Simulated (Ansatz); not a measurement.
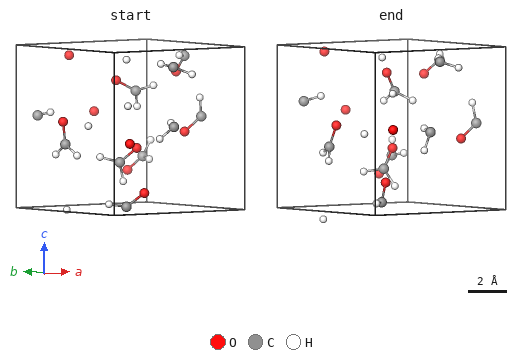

The structure of an amorphous cell of composition H2CO before (left) and after (right) a relaxation, at one scale.

Style: ball-and-stick. Shown: the cell of the calculation, from a free direction.

The cell holds 10 H2CO. The run prepares the start of a later molecular dynamics calculation, from a guessed geometry.

These are results of DFT PBE-D3(BJ), scalar-relativistic, plane waves, PAW (Ansatz 0.2.0), not measurements. Settings: plane-wave cutoff 420 eV; k-point mesh 1 × 1 × 1; occupations fermi dirac; smearing width 0.05 eV; no spin polarisation; atoms relaxed in a fixed cell; force threshold 0.3 eV/Å; at most 15 steps.

**Summarise the run.**

The relaxation stopped without meeting its thresholds, so the last structure isn't shown to be converged. It used up its limit of 15 steps. After 12 accepted moves (14 points after the start) the energy has fallen by 1.868 eV per cell of the calculation. Largest force component: 1.6 eV/Å at the start, 0.76 eV/Å at the end. The line search rejected the trial steps at points 7, 11 of the run. The atom that moves furthest is an O atom (1.43 Å along [−1 3 1]). By element the largest moves are O 1.43 Å, H 1.06 Å, C 0.88 Å. The cell doesn't change. Near-neighbour distances that change, for instance: C–H 1.104 → 1.126 Å, C–O 1.220 → 1.210 Å. Bond angles that change, for instance: H–C–H 115.7° → 117.8°.
